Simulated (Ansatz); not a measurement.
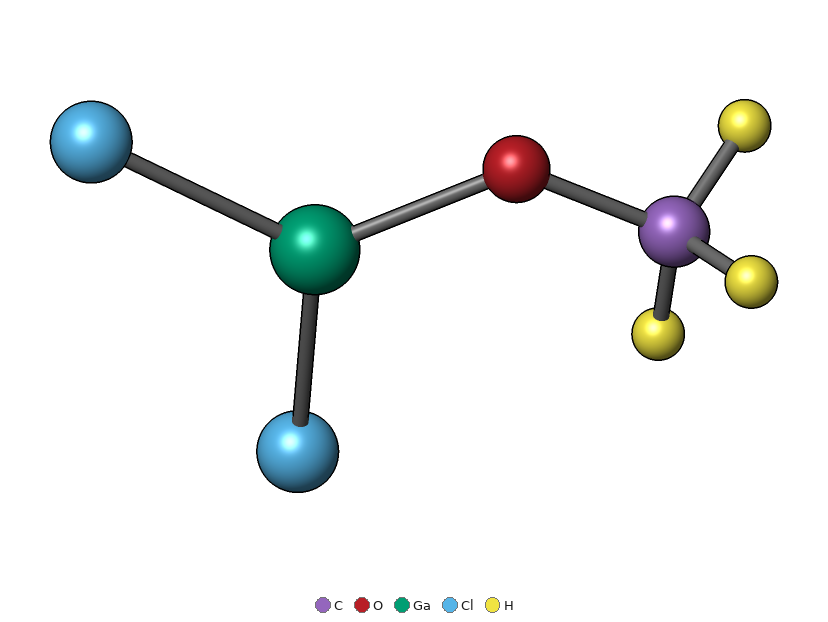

Sticks follow a distance rule. Harmonic vibrations computed with RKS PBE0-D4/def2-TZVP (Ansatz 0.2.0) at a stationary point of the same level.

Q: Is this a minimum or a saddle point?

A: A minimum: no imaginary frequency, and the lowest mode lies at 66 cm⁻¹.

Q: List the wavenumbers.

A: 18 modes: 66, 90, 105, 123, 163, 271, 401, 467, 649, 1120, 1177, 1207, 1479, 1492, 1500, 3020, 3092, 3100 cm⁻¹.
